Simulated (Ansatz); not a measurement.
**Mo wire along [100], 25 atoms a period: bands along the axis**

Aim: is the Mo wire along [100], 25 atoms a period a metal or a semiconductor?

Main program and level: Ansatz 0.2.0; DFT PBE, plane waves, PAW; relaxation of a wire's period; PAW set soft_1, in the first sound run; inputs show where later runs differ.

## Step 1: Starting point

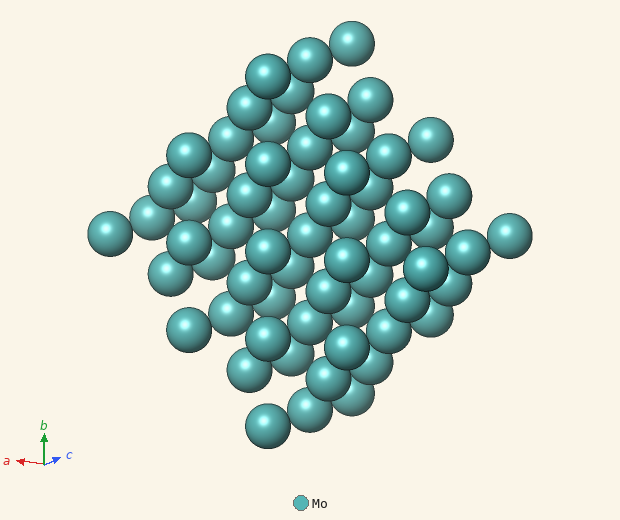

Start, viewed at a slant to the c axis; molybdenum teal. 1×1×2 cells are drawn. Some periodic images of atoms are drawn too.

The cell holds 25 atoms: 25 Mo. Cell: a = 19.440 Å, b = 19.440 Å, c = 3.160 Å, α = 90.0°, β = 90.0°, γ = 90.0°. Vacuum lies along a and b. The structure's axis is c.

## Step 2: Relaxing the period

Band widths follow the bond lengths, so the wire is relaxed first. The atoms and the third cell vector are free; the box across stays fixed as vacuum. A Fermi-Dirac smearing is set since the result may be a metal. The pressure printed is a third of the stress's trace over the whole box, vacuum included; only the stress along the axis is relaxed.

input.yaml

```yaml
crystal:
  lattice:
    - [19.44, 0.0, 0.0]
    - [0.0, 19.44, 0.0]
    - [0.0, 0.0, 3.16]
  atoms:
    - { symbol: Mo, position: [0.174897119, 0.5, 0.0] }
    - { symbol: Mo, position: [0.33744856, 0.33744856, 0.0] }
    - { symbol: Mo, position: [0.33744856, 0.5, 0.0] }
    - { symbol: Mo, position: [0.33744856, 0.66255144, 0.0] }
    - { symbol: Mo, position: [0.5, 0.174897119, 0.0] }
    - { symbol: Mo, position: [0.5, 0.33744856, 0.0] }
    - { symbol: Mo, position: [0.5, 0.5, 0.0] }
    - { symbol: Mo, position: [0.5, 0.66255144, 0.0] }
    - { symbol: Mo, position: [0.5, 0.825102881, 0.0] }
    - { symbol: Mo, position: [0.66255144, 0.33744856, 0.0] }
    - { symbol: Mo, position: [0.66255144, 0.5, 0.0] }
    - { symbol: Mo, position: [0.66255144, 0.66255144, 0.0] }
    - { symbol: Mo, position: [0.825102881, 0.5, 0.0] }
    - { symbol: Mo, position: [0.25617284, 0.41872428, 0.5] }
    - { symbol: Mo, position: [0.25617284, 0.58127572, 0.5] }
    - { symbol: Mo, position: [0.41872428, 0.25617284, 0.5] }
    - { symbol: Mo, position: [0.41872428, 0.41872428, 0.5] }
    - { symbol: Mo, position: [0.41872428, 0.58127572, 0.5] }
    - { symbol: Mo, position: [0.41872428, 0.74382716, 0.5] }
    - { symbol: Mo, position: [0.58127572, 0.25617284, 0.5] }
    - { symbol: Mo, position: [0.58127572, 0.41872428, 0.5] }
    - { symbol: Mo, position: [0.58127572, 0.58127572, 0.5] }
    - { symbol: Mo, position: [0.58127572, 0.74382716, 0.5] }
    - { symbol: Mo, position: [0.74382716, 0.41872428, 0.5] }
    - { symbol: Mo, position: [0.74382716, 0.58127572, 0.5] }
kpoints:
  mp_grid: { grid: [1, 1, 26] }
scf:
  occupations: { method: fermi_dirac, width: 0.05 }
hamiltonian:
  xc: pbe
  pseudopotentials: { kind: paw, azcp: { folder: soft_1 } }
relax:
  cell: { fix: [a, b, alpha, beta, gamma] }
  max_steps: 45
  f_tol: 0.03
```

Command:

```console
$ ansatz run input.yaml --threads 16 --pin off --max-ram 61440MiB --backend cuda --events-out ev --progress --plain --runs-dir out --max-vram 78GiB
```

Numbers of over 12 decimals in the logs are rounded to 6 here.

Output:

```text
Engine: ansatz 0.2.0, aarch64-unknown-linux-gnu
Pseudopotentials: kind: paw
Pseudopotential: Mo, paw, valence charge 14, recommended cutoff 420 eV (normal), soft_1/Mo.paw.azcp
Functional definition: PBE
  parameter kappa = 0.804
  parameter beta = 0.066725
  exchange = pbe_x(kappa = kappa, mu = beta*pi^2/3)
  correlation = pbe_c(beta = beta)
[...]
Crystal: 25 atoms, lattice volume = 1194.207 Å³
Basis set: ecut = 420 eV, 23371 PW (Γ), exchange–correlation on 270×270×48 points (8 copies of the dense FFT grid, shifted against one another)
Bands: 210, of which v1, the nominal top of the filled ones, is band 175 counted from 1 (174 counted from 0)
Symmetry: 16 space group operations
Space group: P4/mmm (ITA 123), of the structure as read, at distance tolerance 1.1e-4 Å
k-points: 14 of 26
Non-local potential: Mo, projectors of the file, l = 0: 3, l = 1: 2, l = 2: 2, l = 3: 1
PAW form: soft (Blöchl's): semilocal exchange-correlation on the pseudo side does not see the compensation charge
PAW one-centre angular grid: Mo, 590 points (default); XC on 64 Gauss nodes
Initial density: superposition of atomic densities (neutral atoms: chi_scale 0, normalization atom)
Initial wavefunctions: pseudopotential atomic-orbital guess
[...]
Functional: x = pbe(κ = 0.804, μ = 0.219515), c = pbe(β = 0.066725)
SCF iter   1: F=—  HF=-123898.993237 eV  |F-HF|=—  |Δ(HF+E_count)|=         —  Δρ=6.25e-2  dr2=2.05e2  ethr=3.10e-3  ⟨swp⟩=11.2  Hψ=14557  notcnv=0
preconditioner: auto → LDOS  [metal: Δε(μ)=0.011 eV  Ē_g=4.035 eV  σ=0.050 eV  W_gap=0.06  n_scr=202 (ndim 8)  ℏωp=13.2 eV  f_vac=0.550  D(μ)=26.02/eV (n_scr^D=120)  β→1.0]
SCF iter   2: F=—  HF=-123889.573652 eV  |F-HF|=—  |Δ(HF+E_count)|=    9.42e0  Δρ=5.66e-2  dr2=2.06e2  ethr=3.10e-3  ⟨swp⟩=5.1  Hψ=8235  notcnv=0  defer=60
[...]
SCF iter  12: F=-123875.763165 eV  HF=-123875.763165 eV  |F-HF|=3.07e-9  |Δ(HF+E_count)|=   1.06e-7  Δρ=1.08e-6  dr2=2.31e-8  ethr=2.86e-11  ⟨swp⟩=5.1  Hψ=9618  notcnv=0
SCF 1 converged in 12 iterations: F = -123875.763165 eV  dr2 = 2.31e-8
  greatest PAW one-centre occupation: 0.999 electrons in one spin orbital (limit 2), on the Mo atom at site 10 (counted from 0), in its partial waves of l = 0
relax step   1: F+E_penalty+E_count = -123875.76316467 eV  Δ(F+E_penalty+E_count) = +0.000e0 eV  max|allowed force component| = 2.622e0 eV/Å  Δτ_max = 0.0000 Å  P = -4.805 GPa  Ω = 1194.207 Å³  fix = [a, b, alpha, beta, gamma]  reactions: a -4.516, b -4.516 GPa  (12 SCF iters, dr2 threshold 1.00e-7 eV, accepted)
[...]
Crystal: 25 atoms, lattice volume = 1161.829 Å³
Basis set: ecut = 420 eV, 22611 PW (Γ), exchange–correlation on 270×270×48 points (8 copies of the dense FFT grid, shifted against one another)
[...]
iter 1 solved again at ethr=1.22e-3 eV; its pass at ethr=3.10e-3 eV (dr2=4.26e0 eV) is discarded
SCF iter   1: F=—  HF=-123878.160350 eV  |F-HF|=—  |Δ(HF+E_count)|=         —  Δρ=1.23e-2  dr2=4.27e0  ethr=1.22e-3  ⟨swp⟩=1.6  Hψ=18376  notcnv=0
preconditioner: auto → LDOS  [metal: Δε(μ)=0.032 eV  Ē_g=3.737 eV  σ=0.050 eV  W_gap=0.16  n_scr=186 (ndim 8)  ℏωp=13.3 eV  f_vac=0.571  D(μ)=25.37/eV (n_scr^D=120)  β→1.0]
SCF iter   2: F=—  HF=-123878.084280 eV  |F-HF|=—  |Δ(HF+E_count)|=   7.61e-2  Δρ=8.12e-3  dr2=2.58e0  ethr=1.22e-3  ⟨swp⟩=3.6  Hψ=5578  notcnv=0  defer=22
[...]
SCF iter   8: F=-123877.840855 eV  HF=-123877.840854 eV  |F-HF|=4.38e-7  |Δ(HF+E_count)|=   7.61e-6  Δρ=8.04e-6  dr2=1.13e-6  ethr=7.14e-10  ⟨swp⟩=5.5  Hψ=11113  notcnv=0
SCF 2 converged in 8 iterations: F = -123877.840855 eV  dr2 = 1.13e-6
relax step   2: F+E_penalty+E_count = -123877.84085484 eV  Δ(F+E_penalty+E_count) = -2.078e0 eV  max|allowed force component| = 7.679e-1 eV/Å  Δτ_max = 0.1949 Å  P = -0.155 GPa  Ω = 1161.829 Å³  energy of the carried Pulay correction = +2.548e-3 eV  fix = [a, b, alpha, beta, gamma]  reactions: a -0.678, b -0.678 GPa  (8 SCF iters, dr2 threshold 2.50e-6 eV, accepted)
[...]
Crystal: 25 atoms, lattice volume = 1183.778 Å³
[...]
iter 1 solved again at ethr=1.82e-3 eV; its pass at ethr=3.10e-3 eV (dr2=6.37e0 eV) is discarded
[...]
SCF 3 converged in 8 iterations: F = -123877.907965 eV  dr2 = 1.50e-6
[...]
SCF 4 converged in 7 iterations: F = -123877.975361 eV  dr2 = 1.31e-6
[...]
SCF 5 converged in 6 iterations: F = -123878.018585 eV  dr2 = 1.82e-6
[...]
SCF 6 converged in 7 iterations: F = -123878.016875 eV  dr2 = 3.01e-11
[...]
SCF converged after 7 iterations
[...]
k-point 13: bands = ["-56.8599", "-56.8583", "-56.8583", "-56.8579", "-56.8074", "-56.7970", "-56.7970", "-56.7868", "-56.7649", "-56.7310", "-56.7305", "-56.7305", "-56.7301", "-56.7136", "-56.7133", "-56.7133", "-56.7128", "-56.5840", "-56.5836", "-56.5836", "-56.5833", "-56.5689", "-56.5689", "-56.5689", "-56.5689", "-31.7447", "-31.6983", "-31.6983", "-31.6318", "-31.6318", "-31.6274", "-31.6158", "-31.5867", " [...]
--- Relaxed structure (5 steps of the walk, 5 accepted, 1 SCFs on fresh bases) ---
  F+E_penalty+E_count = -123878.01687540 eV   max|allowed force component| = 9.250e-3 eV/Å   (the final SCF, on the basis selected at the relaxed cell)
  cell:  # Å, volume = 1175.2905 Å³
    - [19.44, 0.0, 0.0]
    - [0.0, 19.44, 0.0]
    - [0.0, 0.0, 3.109945]
  atoms:
    - { symbol: Mo, position: [0.188390, 0.5, 0.0] }
    - { symbol: Mo, position: [0.341026, 0.341026, 0.0] }
    - { symbol: Mo, position: [0.337373, 0.5, 0.0] }
    - { symbol: Mo, position: [0.341026, 0.658974, 0.0] }
    - { symbol: Mo, position: [0.5, 0.188390, 0.0] }
    - { symbol: Mo, position: [0.5, 0.337373, 0.0] }
    - { symbol: Mo, position: [0.5, 0.5, 0.0] }
    - { symbol: Mo, position: [0.5, 0.662627, 0.0] }
    - { symbol: Mo, position: [0.5, 0.811610, 0.0] }
    - { symbol: Mo, position: [0.658974, 0.341026, 0.0] }
    - { symbol: Mo, position: [0.662627, 0.5, 0.0] }
    - { symbol: Mo, position: [0.658974, 0.658974, 0.0] }
    - { symbol: Mo, position: [0.811610, 0.5, 0.0] }
    - { symbol: Mo, position: [0.257882, 0.421608, 0.5] }
    - { symbol: Mo, position: [0.257882, 0.578392, 0.5] }
    - { symbol: Mo, position: [0.421608, 0.257882, 0.5] }
    - { symbol: Mo, position: [0.418728, 0.418728, 0.5] }
    - { symbol: Mo, position: [0.418728, 0.581272, 0.5] }
    - { symbol: Mo, position: [0.421608, 0.742118, 0.5] }
    - { symbol: Mo, position: [0.578392, 0.257882, 0.5] }
    - { symbol: Mo, position: [0.581272, 0.418728, 0.5] }
    - { symbol: Mo, position: [0.581272, 0.581272, 0.5] }
    - { symbol: Mo, position: [0.578392, 0.742118, 0.5] }
    - { symbol: Mo, position: [0.742118, 0.421608, 0.5] }
    - { symbol: Mo, position: [0.742118, 0.578392, 0.5] }
```

Run time: 12 s. Hardware: 1 × NVIDIA GB200 with 16 threads of Arm Neoverse V2, shared host; peak memory 1.4 GiB.

The steps of the relaxation:

| step | energy less that of the first step (eV) | largest force component (eV/Å) | pressure (GPa) | volume (Å³) |
| --- | --- | --- | --- | --- |
| 1 | 0.0000 | 2.6221 | -4.81 | 1194.21 |
| 2 | -2.0777 | 0.7679 | -0.16 | 1161.83 |
| 3 | -2.1448 | 0.3184 | 0.59 | 1183.78 |
| 4 | -2.2122 | 0.4644 | -0.16 | 1174.54 |
| 5 | -2.2554 | 0.0092 | -0.02 | 1175.29 |
| 6 | -2.2537 | 0.0092 | -0.02 | 1175.29 |

The log counts 1 steps on a newly chosen plane-wave basis, not all of them marked here; energy and pressure can jump at such steps.

Forces are held to the 16 operations that the run works with; a distortion that breaks them can't arise in this run.

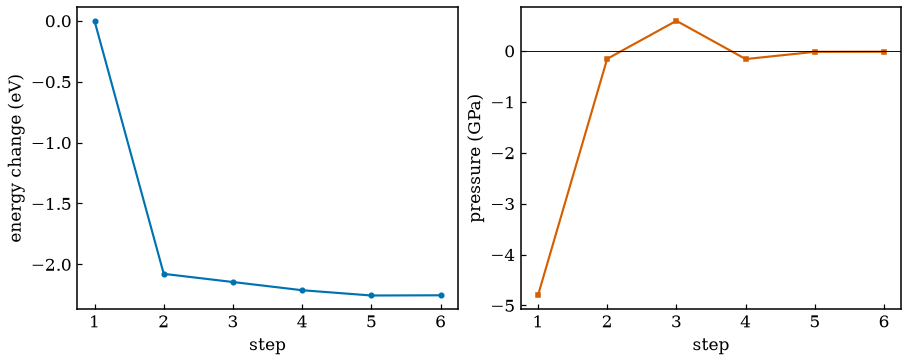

Energy and pressure along the relaxation.

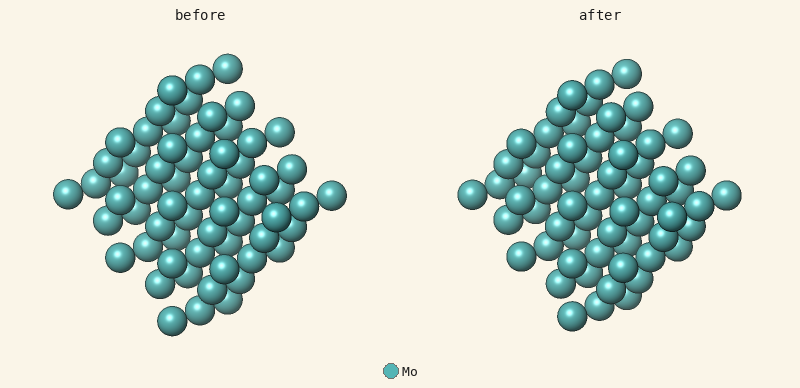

Before and after, at one scale.

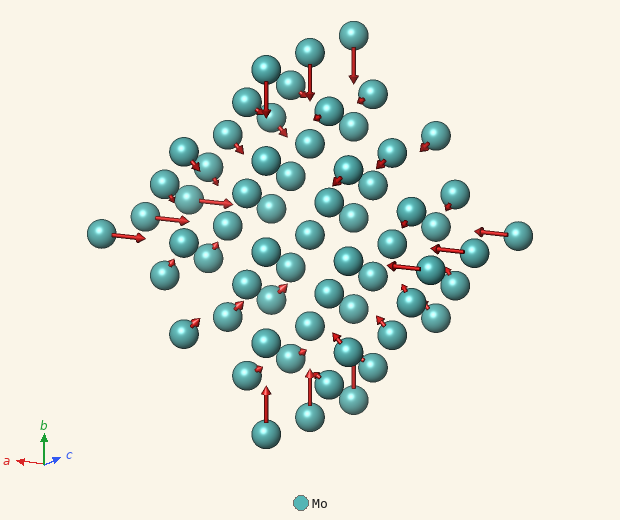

Displacements in the relaxation, exaggerated, measured against the changing cell; the longest in the cell stands for 0.26 Å. 1×1×2 cells are drawn. Some periodic images of atoms are drawn too.

| cell as run | before | after | change |
| --- | --- | --- | --- |
| c (Å) | 3.160 | 3.110 | -1.6 % |

The atoms that moved most (Å, along periodic axes as changes of fractional coordinates times the final cell, across vacuum about the mean position):

| atom | dx | dy | dz | length |
| --- | --- | --- | --- | --- |
| Mo1 | 0.262 | 0.000 | 0.000 | 0.262 |
| Mo5 | 0.000 | 0.262 | 0.000 | 0.262 |
| Mo9 | 0.000 | -0.262 | 0.000 | 0.262 |
| Mo13 | -0.262 | 0.000 | 0.000 | 0.262 |
| Mo2 | 0.070 | 0.070 | 0.000 | 0.098 |
| Mo10 | -0.070 | 0.070 | 0.000 | 0.098 |
| Mo12 | -0.070 | -0.070 | 0.000 | 0.098 |
| Mo4 | 0.070 | -0.070 | 0.000 | 0.098 |

This step gave:

- energy at zero smearing: -123877.9145 eV
- cell length along the wire: 3.110 Å

The cell's length comes to 3.110 Å with spin left out.

## Step 3: Bands of the perfect wire

This step: DFT PBE, plane waves, PAW; bands of a perfect wire; PAW set soft_1 (Ansatz 0.2.0).

At the relaxed period the bands are computed along the axis; those that cross an energy going forward count the channels that a perfect wire would open there.

input.yaml

```yaml
crystal:
  lattice:
    - [19.44, 0.0, 0.0]
    - [0.0, 19.44, 0.0]
    - [0.0, 0.0, 3.1099449197]
  atoms:
    - { symbol: Mo, position: [0.188389585, 0.5, 0.0] }
    - { symbol: Mo, position: [0.341026331, 0.341026331, 0.0] }
    - { symbol: Mo, position: [0.337373065, 0.5, 0.0] }
    - { symbol: Mo, position: [0.341026331, 0.658973669, 0.0] }
    - { symbol: Mo, position: [0.5, 0.188389585, 0.0] }
    - { symbol: Mo, position: [0.5, 0.337373065, 0.0] }
    - { symbol: Mo, position: [0.5, 0.5, 0.0] }
    - { symbol: Mo, position: [0.5, 0.662626935, 0.0] }
    - { symbol: Mo, position: [0.5, 0.811610415, 0.0] }
    - { symbol: Mo, position: [0.658973669, 0.341026331, 0.0] }
    - { symbol: Mo, position: [0.662626935, 0.5, 0.0] }
    - { symbol: Mo, position: [0.658973669, 0.658973669, 0.0] }
    - { symbol: Mo, position: [0.811610415, 0.5, 0.0] }
    - { symbol: Mo, position: [0.257881625, 0.421607916, 0.5] }
    - { symbol: Mo, position: [0.257881625, 0.578392084, 0.5] }
    - { symbol: Mo, position: [0.421607916, 0.257881625, 0.5] }
    - { symbol: Mo, position: [0.418728247, 0.418728247, 0.5] }
    - { symbol: Mo, position: [0.418728247, 0.581271753, 0.5] }
    - { symbol: Mo, position: [0.421607916, 0.742118375, 0.5] }
    - { symbol: Mo, position: [0.578392084, 0.257881625, 0.5] }
    - { symbol: Mo, position: [0.581271753, 0.418728247, 0.5] }
    - { symbol: Mo, position: [0.581271753, 0.581271753, 0.5] }
    - { symbol: Mo, position: [0.578392084, 0.742118375, 0.5] }
    - { symbol: Mo, position: [0.742118375, 0.421607916, 0.5] }
    - { symbol: Mo, position: [0.742118375, 0.578392084, 0.5] }
kpoints:
  mp_grid: { grid: [1, 1, 26] }
  band_path: { path: ["Γ", Z], npoints: 90 }
scf:
  occupations: { method: fermi_dirac, width: 0.05 }
hamiltonian:
  xc: pbe
  pseudopotentials: { kind: paw, azcp: { folder: soft_1 } }
output:
  dos: { e_range: [-5, 4] }
  write_potential: true
  write_density: true
  volumetric_format: npy
```

Output:

```text
[...]
Crystal: 25 atoms, lattice volume = 1175.290 Å³
Basis set: ecut = 420 eV, 22915 PW (Γ)
Bands: 210, of which v1, the nominal top of the filled ones, is band 175 counted from 1 (174 counted from 0)
[... 1 set-up line as in the run before ...]
[...]
k-points: 14 of 26
[...]
SCF iter   1: F=—  HF=-123899.872636 eV  |F-HF|=—  |Δ(HF+E_count)|=         —  Δρ=5.92e-2  dr2=1.53e2  ethr=3.10e-3  ⟨swp⟩=10.6  Hψ=15014  notcnv=0
[...]
SCF iter   6: F=—  HF=-123878.016483 eV  |F-HF|=—  |Δ(HF+E_count)|=   1.57e-3  Δρ=3.68e-4  dr2=3.27e-3  ethr=1.17e-5  ⟨swp⟩=2.3  Hψ=4312  notcnv=0  defer=52
[...]
SCF iter   9: F=—  HF=-123878.017312 eV  |F-HF|=—  |Δ(HF+E_count)|=   2.13e-3  Δρ=1.48e-5  dr2=4.26e-6  ethr=2.40e-8  ⟨swp⟩=2.3  Hψ=3957  notcnv=0  defer=52
[...]
SCF iter  11: F=-123878.017315 eV  HF=-123878.017315 eV  |F-HF|=1.73e-8  |Δ(HF+E_count)|=   1.64e-7  Δρ=1.38e-6  dr2=3.42e-8  ethr=2.86e-11  ⟨swp⟩=10.7  Hψ=12051  notcnv=0
SCF 1 converged in 11 iterations: F = -123878.017315 eV  dr2 = 3.42e-8
[...]
NSCF: frozen V_eff on 91 k-points
[...]
SCF converged after 11 iterations
[...]
```

It took 13 s on 1 × NVIDIA GB200 with 16 threads; peak memory 2.2 GiB; 2.2 min of CPU time.

Numbers from this step:

- energy at zero smearing: -123877.9149 eV
- band gap: 0 eV

The electronic bands at the labelled points (eV, zero at the Fermi level; # counts the bands kept):

| point | #42 | #43 | #44 | #45 | #46 | #47 | #48 | #49 |
| --- | --- | --- | --- | --- | --- | --- | --- | --- |
| Γ | -0.39 | -0.34 | -0.33 | -0.25 | -0.25 | -0.22 | 0.05 | 0.05 |
| Z | 0.07 | 0.31 | 0.35 | 0.36 | 0.36 | 0.38 | 0.38 | 0.65 |

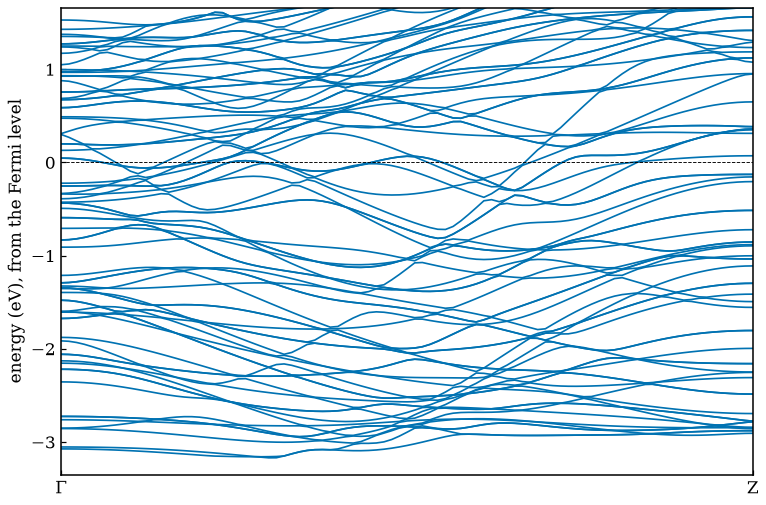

Electronic bands along the path.

Between Γ and Z the bands cross the Fermi level 24 times, so a perfect wire would conduct at least 24 G₀, with spin left out.

## Step 4: Results

```yaml
cell_length_pbe: 3.110 Å
ballistic_conductance_by_band_crossings_a_lower_bound_pbe: 24 G₀
```

**Reading.** Under PBE the cell's length is 3.11 Å, and the bands cross the Fermi level 24 times between Γ and Z, which gives a perfect wire at least 24 G₀ (opposite crossings within one step of the path cancel in such a count). No spin was allowed, though thin wires with open d shells can turn magnetic.

[Logs are printed without paths, hosts, clocks, repeated set-up lines and the standing remarks that a program may print on its own settings, such as how far it seeks lower states.]

[Hosts, paths, dates, database ids (printed as entryN), source tags and the programs' standing remarks are cut or masked in the printed files.]
